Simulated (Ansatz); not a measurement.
# ZrH3 (Pm-3m): phonons and vibrational spectra

Wanted: vibrations and spectra of ZrH3 (Pm-3m); the cell is already relaxed. After the zone centre comes a 4×4×4 q mesh on a 12×12×12 k mesh.

Main program and level: Ansatz 0.2.0; DFT PBEsol+D3(BJ), scalar-relativistic, plane waves, PAW.

## (1) The structure

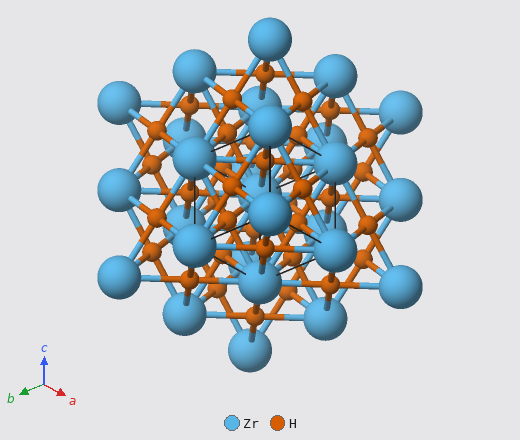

Start, viewed from a free direction; zirconium blue, hydrogen orange. 2×2×2 cells are drawn. Some periodic images of atoms are drawn too.

## (2) Modes at Γ

The cell comes from relaxations at this level that are not shown. The zone centre comes first: it holds the modes that light can see, as far as symmetry allows. No field response is asked, since the mesh shows no gap.

input.yaml

```yaml
crystal:
  lattice:
    - [3.057172147, 0.0, 0.0]
    - [0.0, 3.057172147, 0.0]
    - [0.0, 0.0, 3.057172147]
  atoms:
    - { symbol: Zr, position: [0.0, 0.0, 0.0] }
    - { symbol: H, position: [0.0, 0.5, 0.5] }
    - { symbol: H, position: [0.5, 0.0, 0.5] }
    - { symbol: H, position: [0.5, 0.5, 0.0] }
kpoints:
  mp_grid: { grid: [12, 12, 12] }
hamiltonian:
  xc: pbesol
  dispersion: d3bj
scf:
  occupations: { method: methfessel_paxton, width: 0.15 }
output:
  eigenvalues: true
phonons:
  method: dfpt
```

The run is started by

```console
ansatz run input.yaml --threads 4 --pin off --max-ram 7168MiB --backend cpu --events-out ev --progress --plain --runs-dir out
```

Numbers of over 12 decimals in the logs are rounded to 6 here.

Log:

```text
zone centre: on kpoints.mp_grid the ground state, and the responses unless they are solved on pairs of k-points, stand on 343 of the mesh's 1728 k-points, reduced under 8 symmetry operations, with k and −k counted as one. Each operation leaves every solved displacement unchanged or reverses it
Engine: ansatz 0.2.0, aarch64-unknown-linux-gnu
Pseudopotentials: kind: paw
Pseudopotential: Zr, paw, valence charge 12, recommended cutoff 420 eV (normal), Zr.paw.azcp
Pseudopotential: H, paw, valence charge 1, recommended cutoff 420 eV (normal), H.paw.azcp
Functional definition: PBEsol
  exchange = pbesol_x
  correlation = pbesol_c
Crystal: 4 atoms, lattice volume = 28.573 Å³
Basis set: ecut = 420 eV, 587 PW (Γ), exchange–correlation on 48×48×48 points (8 copies of the dense FFT grid, shifted against one another)
Bands: 12, of which v1, the nominal top of the filled ones, is band 8 counted from 1 (7 counted from 0)
Symmetry: 48 space group operations
k-points: 343 of 1728 (irreducible under 8 space group operations)
Non-local potential: Zr, projectors of the file, l = 0: 3, l = 1: 2, l = 2: 2, l = 3: 2
Non-local potential: H, projectors of the file, l = 0: 2, l = 1: 1
PAW form: soft (Blöchl's): semilocal exchange-correlation on the pseudo side does not see the compensation charge
PAW frozen core: Zr, regenerated for the run's functional, and the local potential with it (the file was generated under x = pbe(κ = 0.804, μ = 0.219515), c = pbe(β = 0.066725))
PAW one-centre angular grid: Zr, 590 points (default); XC on 64 Gauss nodes
PAW one-centre angular grid: H, 110 points (default); XC on 64 Gauss nodes
Initial density: superposition of atomic densities (neutral atoms: chi_scale 0, normalization atom), corrected by the library's trained network
Initial wavefunctions: pseudopotential atomic-orbital guess
Functional: x = pbesol(κ = 0.804, μ = 0.123457), c = pbesol(β = 0.046)
SCF iter   1: F=—  HF=-4177.796592 eV  |F-HF|=—  |Δ(HF+E_count)|=         —  Δρ=9.61e-3  dr2=1.40e-2  ethr=1.77e-3  ⟨swp⟩=5.0  Hψ=20411  notcnv=0
preconditioner: auto → none  [metal: Δε(μ)=0.053 eV  Ē_g=8.338 eV  σ=0.150 eV  W_gap=0.29  n_scr=6 (ndim 8)  ℏωp=18.4 eV  f_vac=0.000  D(μ)=1.29/eV (n_scr^D=6)  sad-step TF]
SCF iter   2: F=—  HF=-4177.793602 eV  |F-HF|=—  |Δ(HF+E_count)|=   2.99e-3  S|Δr|=    0.00e0  Δρ=5.23e-3  dr2=4.21e-3  ethr=9.35e-5  ⟨swp⟩=1.0  Hψ=6860  notcnv=0
SCF iter   3: F=—  HF=-4177.792568 eV  |F-HF|=—  |Δ(HF+E_count)|=   1.03e-3  S|Δr|=    0.00e0  Δρ=2.80e-4  dr2=1.54e-5  ethr=2.81e-5  ⟨swp⟩=2.0  Hψ=4972  notcnv=0
SCF iter   4: F=—  HF=-4177.792571 eV  |F-HF|=—  |Δ(HF+E_count)|=   3.07e-6  S|Δr|=    0.00e0  Δρ=8.95e-5  dr2=1.28e-6  ethr=1.03e-7  ⟨swp⟩=2.0  Hψ=5186  notcnv=0
SCF iter   5: F=—  HF=-4177.792572 eV  |F-HF|=—  |Δ(HF+E_count)|=   6.13e-7  S|Δr|=    0.00e0  Δρ=2.26e-5  dr2=1.23e-7  ethr=8.52e-9  ⟨swp⟩=2.0  Hψ=6455  notcnv=0
SCF iter   6: F=—  HF=-4177.792572 eV  |F-HF|=—  |Δ(HF+E_count)|=   3.55e-8  S|Δr|=    0.00e0  Δρ=5.15e-6  dr2=4.95e-9  ethr=8.18e-10  ⟨swp⟩=2.4  Hψ=6334  notcnv=0
SCF iter   7: F=—  HF=-4177.792572 eV  |F-HF|=—  |Δ(HF+E_count)|=   1.28e-9  S|Δr|=    0.00e0  Δρ=3.94e-7  dr2=2.87e-11  ethr=3.30e-11  ⟨swp⟩=2.1  Hψ=6560  notcnv=0
SCF iter   8: F=-4177.792572 eV  HF=-4177.792572 eV  |F-HF|=9.09e-13  |Δ(HF+E_count)|=  5.46e-12  S|Δr|=    0.00e0  Δρ=1.47e-8  dr2=3.86e-14  ethr=1.00e-12  ⟨swp⟩=5.9  Hψ=16117  notcnv=0
SCF 1 converged in 8 iterations: F = -4177.792572 eV  dr2 = 3.86e-14
  greatest PAW one-centre occupation: 0.996 electrons in one spin orbital (limit 2), on the Zr atom at site 0 (counted from 0), in its partial waves of l = 0
DFPT response loops at Γ: preconditioner auto → Kerker (q_TF=auto, 2.450 Å⁻¹) (partly filled bands, converged f_vac=0.000); β = 1.00, the filter's whole step (`scf.mixing.beta` (0.50) is not read by the response loops under this deck's `scf.mixing.preconditioner`; to damp them name `kerker` or `kerker_dos`, under which they read `scf.mixing.beta`, and type it under 1.00, their step now; both keys bind the ground state too); Broyden in place of MSR1
SCF converged after 8 iterations
Stability not checked: this state was not tested for a lower state beside it, because cold or Methfessel-Paxton smearing, or corrected tetrahedra, fill the levels in a way that the test cannot read (fill_not_monotonic; see scf.lower_state_search)
Free energy (F): -4177.792572 eV
Harris-Foulkes:  -4177.792572 eV  (|F-HF|=9.09e-13)
Internal energy: -4177.791382 eV  (E = F + TS)
E sigma→0 (E₀):  -4177.792274 eV
Entropy (-TS):   -0.001190 eV (-0.297 meV/atom)
Fermi energy:    12.686933 eV
--- Per-component energies (eV) ---
  E_band       = -101.715681
  E_kinetic    = 378.055844
  E_local      = -666.696095  (includes V_loc(G=0)·N_el)
  E_nonlocal   = 84.940188
  E_hartree    = 206.779809
  E_xc         = -189.598494
  E_vxc        = -228.432347  (∫ρ·V_xc dr)
  E_paw        = -2901.370258  (= ΣΔE_a)
  E_vpaw       = -83.139585  (= ΣTr[D̂ρ^β])
  E_aug_tail   = -0.003300  (compensation charges beyond the density's cutoff)
  E_ewald      = -1089.260793
  E_disp       = -0.804002  (pairwise vdW)
  E_core_change = 0.165720  (= ΣΔE_core)
  E_smearing   = -0.001190  (= −TS)
  E_closure    = -0.000000  (closes the sum)
  Σ components = -4177.792572   (vs F -4177.792572, Δ=0.00e0)
--- Band table (eV; the first three rows and the last of 343) ---
  k-point 0: bands = [... 4 lower, 2.1923, 8.3377, 8.3377, 16.7805, 16.7805, 16.7805, 19.1008, 19.1008]
  k-point 1: bands = [... 4 lower, 2.3390, 8.3769, 8.4360, 16.4200, 16.4200, 16.7998, 18.6412, 18.6590]
  k-point 2: bands = [... 4 lower, 2.7578, 8.4213, 8.7281, 15.6515, 15.6515, 16.8533, 17.5174, 17.9400]
  k-point 342: bands = [... 4 lower, 6.5437, 6.5437, 6.5437, 16.1014, 18.8179, 18.8179, 19.3178, 19.3178]
--- Phonons (Γ-DFPT): 3 representative perturbations + reference, on 343 of 1728 k-points (Σ response iterations 10) ---
  k mesh reduced under 8 symmetry operations, with k and −k counted as one. Each operation leaves every solved displacement unchanged or reverses it
  ASR residual: 1.536e-5 → 0.000e0 eV/Å²; symmetrization residual: 1.526e-7 eV/Å²
  pairwise dispersion correction: d3bj (s6 = 1.0, s8 = 2.9491, a1 = 0.4466, a2_bohr = 6.1742), with the weights of each atom's references fixed at the reference crystal's, and the forces and stress that the weights' published response gives there kept as a pressure on the atom's counted neighbours (hamiltonian.dispersion)
  ASR residual per site (eV/Å²): 1.54e-5 3.39e-6 3.39e-6 3.39e-6
  Γ frequencies (cm⁻¹): 0.00 0.00 0.00 768.50 768.50 768.50 1004.94 1004.94 1004.94 1024.11 1024.11 1024.11
  non-analytic LO–TO correction: not included (Born effective charges unavailable; polar crystals: no LO–TO splitting at Γ)
```

Wall time 8.8 s (4 threads of Arm Neoverse V2, shared host); peak memory 0.65 GiB; 32 s of CPU time.

This step gave:

```yaml
volume_per_atom: 7.143 Å³
gap_on_the_k_mesh: 0 eV
sum_rule_residual_before_enforcement: 1.54e-5 eV/Å²
point_group: m-3m
highest_optical_mode_at_the_zone_centre_no_lo_to_term: 1024 cm⁻¹
lowest_optical_zone_centre_mode: 768.5 cm⁻¹
```

Patterns of degenerate modes are one choice out of their space. Modes at Γ, with each element's share of the kinetic energy:

| mode | frequency (cm⁻¹) | symmetry | Zr % | H % |
| --- | --- | --- | --- | --- |
| 1 | 0.0 | acoustic | 97 | 3 |
| 2 | 0.0 | acoustic | 97 | 3 |
| 3 | 0.0 | acoustic | 97 | 3 |
| 4 | 768.5 | T1u | 3 | 97 |
| 5 | 768.5 | T1u | 3 | 97 |
| 6 | 768.5 | T1u | 3 | 97 |
| 7 | 1004.9 | T2u | 0 | 100 |
| 8 | 1004.9 | T2u | 0 | 100 |
| 9 | 1004.9 | T2u | 0 | 100 |
| 10 | 1024.1 | T1u | 0 | 100 |
| 11 | 1024.1 | T1u | 0 | 100 |
| 12 | 1024.1 | T1u | 0 | 100 |

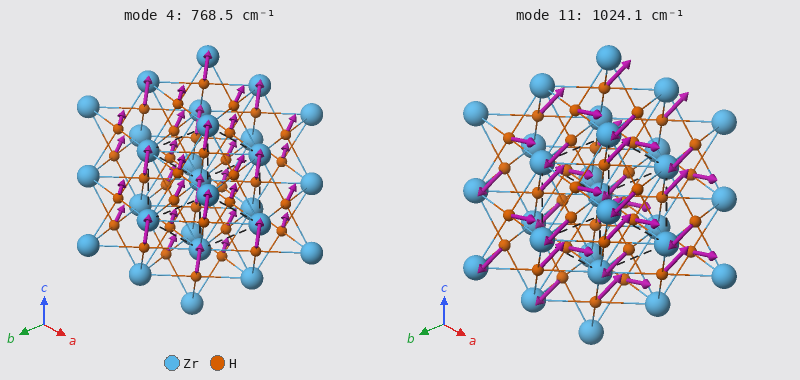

Displacement patterns of modes 4 and 11 at Γ; arrows are exaggerated. 2×2×2 cells are drawn. Some periodic images of atoms are drawn too.

Before it was imposed, the acoustic sum rule was missed by 1.5e-5 eV/Å². Small misses are needed for a sound result but don't prove that mesh and cutoff are converged. The lowest optical mode is real, 768 cm⁻¹.

## (3) Phonons on a q mesh

Stability and thermal properties need the whole zone. Linear response on a 4×4×4 q mesh gives force constants as far as a supercell of that size would.

input.yaml, as its differences from that of step 2:

```diff
@@ -21 +21,8 @@
   method: dfpt
+  qmesh: [4, 4, 4]
+  temperatures: { t_max: 1000, t_step: 50 }
+  qpath:
+    path:
+      - [[0.0, 0.0, 0.0], [0.0, 0.5, 0.0], [0.5, 0.5, 0.0], [0.0, 0.0, 0.0], [0.5, 0.5, 0.5], [0.0, 0.5, 0.0]]
+      - [[0.5, 0.5, 0.5], [0.5, 0.5, 0.0]]
+    npoints: 10
```

Log:

```text
[...]
Crystal: 4 atoms, lattice volume = 28.573 Å³
Basis set: ecut = 420 eV, 587 PW (Γ), exchange–correlation on 48×48×48 points (8 copies of the dense FFT grid, shifted against one another)
Bands: 12, of which v1, the nominal top of the filled ones, is band 8 counted from 1 (7 counted from 0)
Symmetry: 48 space group operations
k-points: 84 of 1728
[...]
SCF iter   1: F=—  HF=-4177.796595 eV  |F-HF|=—  |Δ(HF+E_count)|=         —  Δρ=9.62e-3  dr2=1.41e-2  ethr=1.77e-3  ⟨swp⟩=5.0  Hψ=4996  notcnv=0
[...]
SCF iter   8: F=-4177.792572 eV  HF=-4177.792572 eV  |F-HF|=9.09e-13  |Δ(HF+E_count)|=  9.09e-13  S|Δr|=    0.00e0  Δρ=1.13e-8  dr2=1.20e-14  ethr=1.00e-12  ⟨swp⟩=6.1  Hψ=3959  notcnv=0
SCF 1 converged in 8 iterations: F = -4177.792572 eV  dr2 = 1.20e-14
[...]
phonons: the bands overlap, so this run is a metal and interpolates without the dipole-dipole term. If the crystal is really an insulator or semiconductor, its LO-TO splitting is missing
NSCF: frozen V_eff on 84 k-points
[...]
DFPT response loops at q = (0, 0, 0) (fractional): preconditioner auto → Kerker (q_TF=auto, 2.450 Å⁻¹) (partly filled bands, converged f_vac=0.000); β = 1.00, the filter's whole step (`scf.mixing.beta` (0.50) is not read by the response loops under this deck's `scf.mixing.preconditioner`; to damp them name `kerker` or `kerker_dos`, under which they read `scf.mixing.beta`, and type it under 1.00, their step now; both keys bind the ground state too); Broyden in place of MSR1
[...]
SCF converged after 8 iterations
[...]
Free energy (F): -4177.792572 eV
[...]
Internal energy: -4177.791382 eV  (E = F + TS)
E sigma→0 (E₀):  -4177.792274 eV
Entropy (-TS):   -0.001190 eV (-0.297 meV/atom)
Fermi energy:    12.686933 eV
[...]
--- Band table (eV; the first three rows and the last of 84) ---
  k-point 0: bands = [... 4 lower, 2.1923, 8.3377, 8.3377, 16.7805, 16.7805, 16.7805, 19.1008, 19.1008]
  k-point 1: bands = [... 4 lower, 2.3390, 8.3769, 8.4360, 16.4200, 16.4200, 16.7998, 18.6412, 18.6590]
  k-point 2: bands = [... 4 lower, 2.7578, 8.4213, 8.7281, 15.6515, 15.6515, 16.8533, 17.5174, 17.9400]
  k-point 83: bands = [... 4 lower, 6.5437, 6.5437, 6.5437, 16.1014, 18.8179, 18.8179, 19.3178, 19.3178]
--- Phonons (Γ-DFPT): 3 representative perturbations + reference (Σ response iterations 10) ---
  ASR residual: 7.674e-6 → 0.000e0 eV/Å²; symmetrization residual: 1.457e-7 eV/Å²
[...]
ASR residual per site (eV/Å²): 7.67e-6 5.21e-6 5.21e-6 5.21e-6
[...]
--- Phonons (arbitrary-q DFPT): 10 irreducible q on the 4×4×4 mesh ---
  q = [0.0000, 0.0000, 0.0000] (star 1, of the zone-centre solve; hermiticity 4.23e-8, symmetrization 4.46e-14): -0.00 -0.00 0.00 768.50 768.50 768.50 1004.94 1004.94 1004.94 1024.11 1024.11 1024.11
  q = [0.0000, 0.0000, 0.2500] (star 6, 7 solved perturbations in 3612 linear systems a pass and spin channel, the states on 588 of 1728 k-point pairs; hermiticity 4.56e-8, symmetrization 4.84e-15): 94.14 94.14 186.21 797.50 797.50 803.08 995.16 995.16 1052.06 1066.31 1066.31 1074.36
[...]
q = [0.0000, 0.2500, -0.5000] (star 12, 12 solved perturbations on 588 of 1728 k-point pairs; hermiticity 1.98e-8, symmetrization 9.94e-16): 137.68 193.92 274.70 758.04 847.08 857.56 1011.14 1055.23 1056.70 1058.51 1143.20 1180.07
[...]
sum rule: each row above includes the acoustic sum rule's correction from the zone centre's row sums; it moved no ω² by more than (1.19 cm⁻¹)²
  mesh force constants: q→R imaginary residual 6.40e-19; ASR residual 7.674e-6 → 0.000e0 eV/Å²; symmetrization residual 1.776e-14 eV/Å²
  interpolated dispersion: 62 rows × 12 modes
  density of states and harmonic sums: on the 20×20×20 q-mesh, interpolated from the force constants of a 4×4×4 supercell (no non-analytic term)
  largest difference from the sums on the solved wave vectors: F 1.04e-2 eV, S 1.44e-5 and C_V 4.01e-6 eV/K
  zero-point energy: 0.576239 eV/cell   skipped modes (ω ≤ 0): 3   left out of the sums: 3.13e-5 of the cell's modes: C_V's classical limit lies that fraction below 3 k_B per atom; for a crystal, a wire or a layer, F and S can be off by more, and a phonons.interpolated_qmesh denser along its periods is the remedy for the sampling
```

It took 3.7 min on 4 threads; peak memory 1.6 GiB; 14 min of CPU time.

Numbers from this step:

```
sum-rule residual before enforcement                       : 7.67e-6 eV/Å²
lowest frequency on the path                               : 0 cm⁻¹
highest frequency on the path or at a solved wavevector    : 1251 cm⁻¹
mean frequency                                             : 774.6 cm⁻¹
Debye temperature (second moment)                          : 1589 K
logarithmic mean frequency                                 : 629.3 cm⁻¹
lowest mode on the q mesh (acoustic modes at Γ apart)      : 94.14 cm⁻¹
zero-point energy per atom                                 : 144.1 meV
heat capacity at 300 K                                     : 9.987 J/(mol atoms K)
vibrational entropy at 300 K                               : 8.652 J/(mol atoms K)
edges of the widest gap between branches, on path and mesh : 286.1, 701.7 cm⁻¹
```

Frequencies (cm⁻¹) solved at each irreducible wavevector; negative means imaginary. Frequencies by wavevector, by row:

| q in reciprocal lattice units | star | mode 1 | mode 2 | mode 3 | mode 4 | mode 10 | mode 11 | mode 12 |
| --- | --- | --- | --- | --- | --- | --- | --- | --- |
| 0 0 0 | 1 | 0 | 0 | 0 | 768.5 | 1024 | 1024 | 1024 |
| 0 0 0.25 | 6 | 94.1 | 94.1 | 186.2 | 797.5 | 1066 | 1066 | 1074 |
| 0 0 -0.5 | 3 | 140.7 | 140.7 | 286.1 | 812 | 1127 | 1140 | 1140 |
| 0 0.25 0.25 | 12 | 113.6 | 177.5 | 205.6 | 701.7 | 1069 | 1094 | 1154 |
| 0 0.25 -0.5 | 12 | 137.7 | 193.9 | 274.7 | 758 | 1058 | 1143 | 1180 |
| 0 -0.5 -0.5 | 3 | 136.9 | 220.3 | 220.3 | 721.9 | 1143 | 1143 | 1251 |
| 0.25 0.25 0.25 | 8 | 183.3 | 183.3 | 212.9 | 749.2 | 1136 | 1136 | 1214 |
| 0.25 0.25 -0.5 | 12 | 181.8 | 192.2 | 259.3 | 760.2 | 1081 | 1098 | 1212 |
| 0.25 -0.5 -0.5 | 6 | 183.9 | 212.5 | 212.5 | 746.4 | 1104 | 1104 | 1201 |
| -0.5 -0.5 -0.5 | 1 | 181.8 | 181.8 | 181.8 | 757.3 | 1113 | 1113 | 1113 |

Interpolated from a 4×4×4 q mesh. The phonon branches at the labelled points (cm⁻¹):

| point | branch 1 | branch 2 | branch 3 | branch 4 | branch 9 | branch 10 | branch 11 | branch 12 |
| --- | --- | --- | --- | --- | --- | --- | --- | --- |
| Γ | 0 | 0 | 0 | 768 | 1005 | 1024 | 1024 | 1024 |
| X | 141 | 141 | 286 | 812 | 1097 | 1127 | 1140 | 1140 |
| M | 137 | 220 | 220 | 722 | 1024 | 1143 | 1143 | 1251 |
| Γ | 0 | 0 | 0 | 768 | 1005 | 1024 | 1024 | 1024 |
| R | 182 | 182 | 182 | 757 | 949 | 1113 | 1113 | 1113 |
| X | 141 | 141 | 286 | 812 | 1097 | 1127 | 1140 | 1140 |
| jump to R | 182 | 182 | 182 | 757 | 949 | 1113 | 1113 | 1113 |
| M | 137 | 220 | 220 | 722 | 1024 | 1143 | 1143 | 1251 |

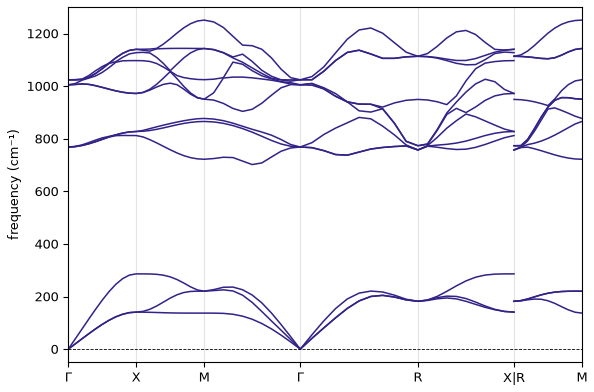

Phonon branches along the path.

The phonon density of states has structure finer than the step of the table below, so its rows give means over 50 cm⁻¹, whole bins alone (the curve runs from 5 to 1255 cm⁻¹). Peaks (cm⁻¹: height): 135.0: 0.0240, 215.0: 0.0233, 755.0: 0.0226, 975.0: 0.0229, 1105.0: 0.0437, 1215.0: 0.0158.

Tetrahedra on a 20×20×20 mesh, mean over bins of 10 cm-1. Interpolated from a 4×4×4 q mesh. Phonon density of states against wavenumber; means over each step:

| wavenumber (cm⁻¹) | phonon density of states (1/cm⁻¹/cell) |
| --- | --- |
| 50 | 0.00102 |
| 100 | 0.00539 |
| 150 | 0.0189 |
| 200 | 0.0208 |
| 250 | 0.0123 |
| 300 | 0.00147 |
| 350 | 0 |
| 400 | 0 |
| 450 | 0 |
| 500 | 0 |
| 550 | 0 |
| 600 | 0 |
| 650 | 0 |
| 700 | 0.00173 |
| 750 | 0.0182 |
| 800 | 0.0177 |
| 850 | 0.0167 |
| 900 | 0.0139 |
| 950 | 0.0203 |
| 1000 | 0.0215 |
| 1050 | 0.0132 |
| 1100 | 0.0302 |
| 1150 | 0.0153 |
| 1200 | 0.00974 |

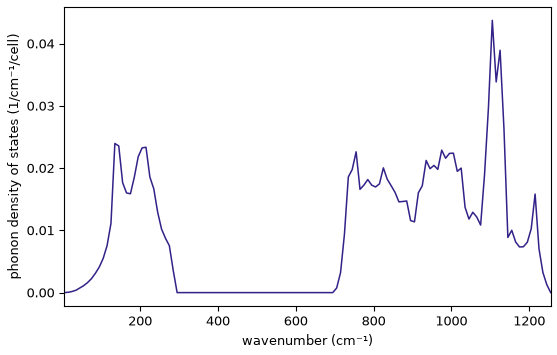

Phonon density of states, plotted against wavenumber.

[end of part 1 of 2]

[Logs are printed without paths, hosts, clocks, repeated set-up lines and the standing remarks that a program may print on its own settings, such as how far it seeks lower states.]

[Hosts, paths, dates, database ids (printed as entryN), source tags and the programs' standing remarks are cut or masked in the printed files.]
